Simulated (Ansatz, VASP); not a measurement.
# Cross-check of BN (Qingsongite) between VASP and Ansatz, part 2 of 2

One calculation is typed for both programs; each brings its own data sets and cutoff. How far apart do they land?  The cell comes out of the VASP series on this material, whose earlier steps may have relaxed, scaled or displaced it; both programs get it as it stands.

VASP 6.6.1 and Ansatz 0.2.0.

So far. Step 4 (Comparison): The walks stopped with -0.03 GPa left in Ansatz and -0.01 GPa in VASP; each walk ends within a tolerance, so the volume difference is uncertain by about these residues over the bulk modulus, most in soft cells.

## 6. VASP: band structure, r2SCAN-EpsX

Level of this step: r2SCAN-EpsX, exact-exchange share 1/4.59; plane waves and PAW (N, B) (VASP).

The same cell, functional, mesh and smearing now go to VASP, with its own data sets and cutoff.

INCAR

```
SYSTEM = BN
PREC = Accurate
ENCUT = 460
EDIFF = 1E-06
NELM = 100
ISMEAR = 0
SIGMA = 0.03
LREAL = .FALSE.
ALGO = Normal
LHFCALC = .TRUE.
AEXX = 0.218
METAGGA = R2SCAN
LASPH = .TRUE.
NBANDS = 10
PRECFOCK = Fast
HFRCUT = -1
LORBIT = 11
LWAVE = .FALSE.
LCHARG = .FALSE.
KPAR = 4
```

POSCAR

```
BN
1.0
    0.0000000000      1.8075000000      1.8075000000
    1.8075000000      0.0000000000      1.8075000000
    1.8075000000      1.8075000000      0.0000000000
N B
1 1
Direct
    0.7500000000      0.7500000000      0.7500000000
    0.0000000000      0.0000000000      0.0000000000
```

KPOINTS

```
Automatic mesh
0
Gamma
7 7 7
0 0 0
```

KPOINTS_OPT

```
Line mode
10
Line-mode
Reciprocal
  0.00000000   0.00000000   0.00000000 GAMMA
  0.50000000   0.00000000   0.50000000 X

  0.50000000   0.00000000   0.50000000 X
  0.50000000   0.25000000   0.75000000 W

  0.50000000   0.25000000   0.75000000 W
  0.37500000   0.37500000   0.75000000 K

  0.37500000   0.37500000   0.75000000 K
  0.00000000   0.00000000   0.00000000 GAMMA

  0.00000000   0.00000000   0.00000000 GAMMA
  0.50000000   0.50000000   0.50000000 L

  0.50000000   0.50000000   0.50000000 L
  0.62500000   0.25000000   0.62500000 U

  0.62500000   0.25000000   0.62500000 U
  0.50000000   0.25000000   0.75000000 W

  0.50000000   0.25000000   0.75000000 W
  0.50000000   0.50000000   0.50000000 L

  0.50000000   0.50000000   0.50000000 L
  0.37500000   0.37500000   0.75000000 K

  0.62500000   0.25000000   0.62500000 U
  0.50000000   0.00000000   0.50000000 X
```

PAW data sets: N and B (PBE family, release 64).

Started as:

```console
> mpirun -np 4 vasp_std
```

Numbers of over 12 decimals in the logs are rounded to 6 here.

The log of the run:

```text
[banner, memory and clock lines left out]
running    4 mpi-ranks, on    1 nodes
[...]
|                                                                             |
|               ----> ADVICE to this user running VASP <----                  |
|                                                                             |
|     You enforced a specific xc type in the INCAR file but a different       |
|     [... a line on the potential file left out ...]
|     I HOPE YOU KNOW WHAT YOU ARE DOING!                                     |
|                                                                             |

 LDA part: xc-table for (None), standard interpolation
 found WAVECAR, reading the header
 POSCAR, INCAR and KPOINTS ok, starting setup
[...]
HFRCUT set to (new)   9.889101
 reading WAVECAR
 the WAVECAR file was read successfully
 initial charge from wavefunction
 entering main loop
       N       E                     dE             d eps       ncg     rms          rms(c)
[...]
DAV:   6    -0.220822816148E+02    0.19845E-04   -0.21182E-05   434   0.389E-02    0.679E-02
DAV:   7    -0.220822767639E+02    0.48509E-05   -0.34914E-06   446   0.192E-02    0.389E-02
DAV:   8    -0.220822752534E+02    0.15105E-05   -0.62658E-07   302   0.966E-03    0.228E-02
DAV:   9    -0.220822748997E+02    0.35369E-06   -0.31941E-07   222   0.645E-03
   1 F= -.22082275E+02 E0= -.22082275E+02  d E =-.157650E-22
 Start KPOINTS_OPT (optional k-point list driver)
k-point batch [1-20\100]
       N       E                     dE             ncg
DAV:   1     0.116904692497E+03   -0.66235E+04      416
DAV:   2    -0.375947321405E+03   -0.49285E+03      464
DAV:   3    -0.387701550885E+03   -0.11754E+02      450
DAV:   4    -0.387766957836E+03   -0.65407E-01      452
DAV:   5    -0.387767048030E+03   -0.90193E-04      444
DAV:   6    -0.387767048135E+03   -0.10587E-06      436
[...]
k-point batch [81-100\100]
       N       E                     dE             ncg
DAV:   1    -0.671478804380E+01   -0.85806E+04      424
DAV:   2    -0.481096203519E+03   -0.47438E+03      442
DAV:   3    -0.490750394953E+03   -0.96542E+01      474
DAV:   4    -0.490802847522E+03   -0.52453E-01      464
DAV:   5    -0.490802930786E+03   -0.83264E-04      470
DAV:   6    -0.490802930863E+03   -0.76226E-07      466
```

OUTCAR, selected parts (step 6):

```text
 POSITION                                       TOTAL-FORCE (eV/Angst)
 -----------------------------------------------------------------------------------
      2.71125      2.71125      2.71125        -0.000000     -0.000000     -0.000000
      0.00000      0.00000      0.00000         0.000000      0.000000      0.000000
 -----------------------------------------------------------------------------------
    total drift:                               -0.000001      0.000000     -0.000001

  FREE ENERGIE OF THE ION-ELECTRON SYSTEM (eV)
  ---------------------------------------------------
  free  energy   TOTEN  =       -22.0822748997 eV

  energy  without entropy=      -22.0822748997  energy(sigma->0) =      -22.08227490

[... 3 further parts left out ...]
[key lines of the parts left out:]
E-fermi :   6.4354
```

## 7. Comparison

What differs besides the data sets and the points named for the pairs above, as far as they apply: exact exchange at q = 0 is treated differently, which shows on coarse meshes; VASP keeps PBE cores, Ansatz makes them for the functional; the cutoff is 500 eV in Ansatz and 460 eV in VASP; VASP takes a coarser grid for exact exchange (PRECFOCK = Fast). Total energies have different zeros and are not compared.

Compared:

| quantity | Ansatz | VASP | difference |
| --- | --- | --- | --- |
| gap over the path points (eV) | 6.637 | 6.611 | +0.025 |

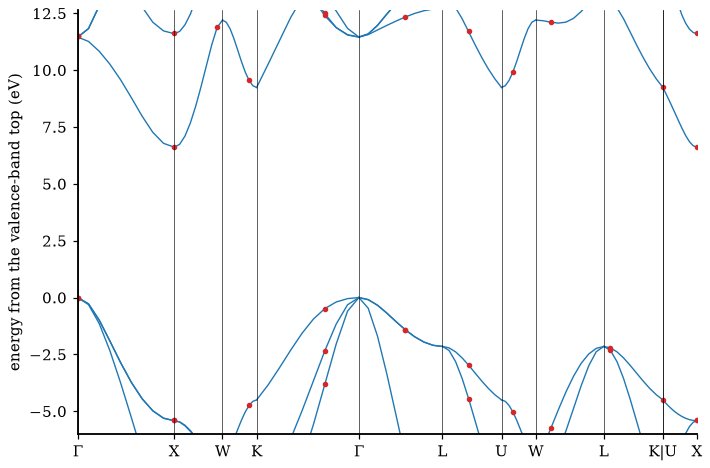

Bands from VASP (lines) and levels from Ansatz (dots). Dots without a line are higher empty bands that the VASP plot leaves out.

Levels at points of the path, from each program's valence-band top (eV; 3 filled, then empty):

| k (reciprocal lattice) | Ansatz | VASP |
| --- | --- | --- |
| 0.000 0.000 0.000 | 0.00 0.00 0.00 11.50 11.50 11.50 | 0.00 0.00 0.00 11.45 11.45 11.45 |
| 0.500 0.000 0.500 | -9.96 -5.40 -5.40 6.64 11.62 21.73 | -9.98 -5.42 -5.42 6.61 11.60 21.71 |
| 0.500 0.222 0.722 | -8.65 -7.51 -7.02 11.89 16.61 16.74 | -8.67 -7.53 -7.04 11.88 16.59 16.72 |
| 0.403 0.347 0.750 | -9.06 -8.33 -4.74 9.57 15.75 18.85 | -9.07 -8.34 -4.75 9.55 15.74 18.82 |
| 0.125 0.125 0.250 | -3.81 -2.34 -0.48 12.44 12.50 13.32 | -3.82 -2.35 -0.49 12.39 12.48 13.29 |
| 0.278 0.278 0.278 | -7.00 -1.41 -1.41 12.34 13.31 13.31 | -7.01 -1.42 -1.42 12.34 13.27 13.27 |
| 0.556 0.389 0.556 | -11.15 -4.45 -2.97 11.71 15.11 15.38 | -11.16 -4.46 -2.98 11.68 15.11 15.35 |
| 0.583 0.250 0.667 | -9.01 -8.26 -5.02 9.94 15.81 18.46 | -9.02 -8.28 -5.03 9.92 15.80 18.44 |
| 0.500 0.306 0.694 | -9.28 -7.43 -5.74 12.12 15.25 18.06 | -9.29 -7.44 -5.76 12.11 15.23 18.05 |
| 0.486 0.486 0.528 | -11.77 -2.32 -2.20 12.82 13.40 13.62 | -11.78 -2.32 -2.21 12.82 13.36 13.58 |

Among the levels compared (up to four filled and three empty ones at each point), filled levels agree within 20 meV and empty ones within 44 meV.

## 8. Results

```json
{"difference in volume (relaxation of cell and atoms, LDA)": "-0.25 %", "difference in gap over the path points (band structure, r2SCAN-EpsX)": "0.025 eV"}
```

The difference in gap over the path points is 0.025 eV (band structure, r2SCAN-EpsX), within the 0.08 eV picked in this series as the mark of a large difference. How closely two codes agree says nothing of how well the functional describes the real material.

[Lines on the potential files, build, host, timing and source positions are cut from VASP's logs without a mark.]

[Logs are printed without paths, hosts, clocks, repeated set-up lines and the standing remarks that a program may print on its own settings, such as how far it seeks lower states.]

[Hosts, paths, dates, database ids (printed as entryN), source tags and the programs' standing remarks are cut or masked in the printed files.]
